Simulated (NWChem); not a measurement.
# RbI (SMILES [Rb][I]) at BP86/def2-SVP (core potential)

What is the vertical ionisation energy of RbI at BP86/def2-SVP (core potential)? 

The calculation is run with NWChem 7.3.0.

2 further runs of the same task are left out: 2 that didn't finish.

## 1. The molecule

RbI has 2 atoms, charge 0, and is taken as a singlet. As SMILES, `[Rb][I]`. The bond length is the measured one.

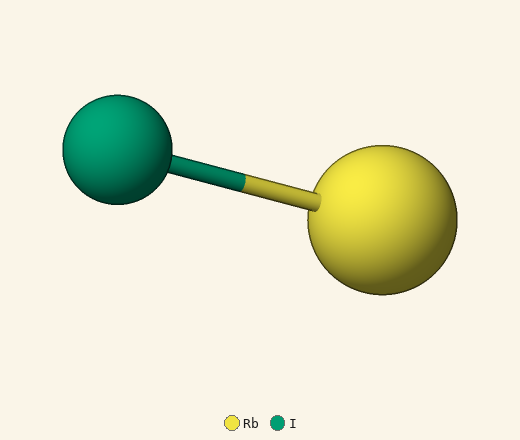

The structure, seen from a chosen angle (rubidium yellow, iodine teal).

## 2. The energy at BP86/def2-SVP (core potential)

run.nw

```
START run
TITLE "IRb energy"
memory total 2200 mb
charge 0
GEOMETRY noautosym nocenter noautoz
Rb       0.000000       0.000000       0.000000
I        0.000000       0.000000       3.176879
END
BASIS spherical bse
* library def2-SVP
END
ECP bse
Rb library def2-SVP
I library def2-SVP
END
DFT
xc becke88 perdew86
mult 1
grid fine
convergence energy 1e-08
maxiter 100
mulliken
noprint "final vectors analysis"
END
TASK dft energy
```

The run is started by

```bash
$ nwchem run.nw > run.out
```

What it wrote:

```text
[...]
          Wavefunction type:  closed shell.
          No. of atoms     :     2
          No. of electrons :    34
[...]
          Charge           :     0
          Spin multiplicity:     1
[...]
          AO basis - number of functions:    50
[...]
              XC Information
              --------------
                    Becke 1988 Exchange Functional  1.000
                Perdew 1981 Correlation Functional  1.000 local
                Perdew 1986 Correlation Functional  1.000 non-local
[...]
 d= 0,ls=0.0,diis     1   -322.0196845383 -3.59D+02  2.92D-02  1.72D-01     1.4
[...]
 d= 0,ls=0.0,diis     8   -322.0477403592  4.21D-10  4.61D-06  2.67D-08     7.1
         Total DFT energy =     -322.047740359166
      One electron energy =     -635.067215916908
           Coulomb energy =      301.745659222698
    Exchange-Corr. energy =      -26.204753363371
 Nuclear repulsion energy =       37.478569698415
[...]
      Total Density - Mulliken Population Analysis
     ---------------------------------------------
    Atom       Charge   Shell Charges
 -----------   ------   -------------------------------------------------------
    1 Rb   9     8.38   0.76  0.56  0.68  0.15 -0.03  5.16  0.85  0.07  0.06  0.11
    2 I   25    25.62   0.22  1.83  1.34  0.59  3.12  2.94  2.56  3.02  9.79  0.22
[...]
```

Run time: 8.1 s. Hardware: 1 thread of AMD EPYC 7R43 (Zen 3), shared host; peak memory 0.11 GiB.

## 3. The doublet cation at the same level

struct.nw

```
start struct
title "IRb energy"
memory total 2200 mb
charge 1

geometry noautosym nocenter noautoz
Rb    0.000000    0.000000    0.000000
I     0.000000    0.000000    3.176879
end

basis spherical bse
Rb library def2-SVP
I library def2-SVP
end

ecp bse
Rb library def2-SVP
I library def2-SVP
end

dft
xc becke88 perdew86
mult 2
grid fine
convergence energy 1e-08
iterations 100
mulliken
noprint "final vectors analysis"
end

task dft energy
```

The run is started by

```bash
$ nwchem struct.nw > struct.out
```

What it wrote:

```text
[...]
          Wavefunction type:  spin polarized.
          No. of atoms     :     2
          No. of electrons :    33
[...]
          Charge           :     1
          Spin multiplicity:     2
[...]
          AO basis - number of functions:    50
[...]
              XC Information
              --------------
                    Becke 1988 Exchange Functional  1.000
                Perdew 1981 Correlation Functional  1.000 local
                Perdew 1986 Correlation Functional  1.000 non-local
[...]
 d= 0,ls=0.0,diis     1   -321.6929789432 -3.59D+02  1.48D-02  2.54D-01     1.4
[...]
 d= 0,ls=0.5,diis    18   -321.7634090792 -5.13D-09  8.46D-07  9.51D-10    18.6
[...]
         Total DFT energy =     -321.763409081558
      One electron energy =     -626.294441158845
           Coulomb energy =      293.024794958651
    Exchange-Corr. energy =      -25.972332579780
 Nuclear repulsion energy =       37.478569698415
[...]
      Total Density - Mulliken Population Analysis
     ---------------------------------------------
    Atom       Charge   Shell Charges
 -----------   ------   -------------------------------------------------------
    1 Rb   9     8.11   0.76  0.56  0.68  0.04 -0.01  5.19  0.82  0.01  0.04  0.02
    2 I   25    24.89   0.22  1.83  1.42  0.52  3.11  2.94  2.55  2.29  9.79  0.22
[...]
      <S2> =      0.7510 (Exact =     0.7500)
[...]
```

It took 20 s on 1 thread of AMD EPYC 7R43 (Zen 3), shared host; peak memory 0.11 GiB.

## 4. Summary of results

Level: BP86/def2-SVP (core potential).

| quantity | value |
| --- | --- |
| singlet RbI: total energy | -322.04774 Eh |
| singlet RbI: dipole moment | 11.22 D |
| doublet cation: total energy | -321.76341 Eh |
| doublet cation: ⟨S²⟩ | 0.751 |
| vertical ionisation energy (to the doublet cation) | 7.737 eV |

In words: Removing an electron at fixed nuclei costs 7.74 eV (178 kcal/mol).
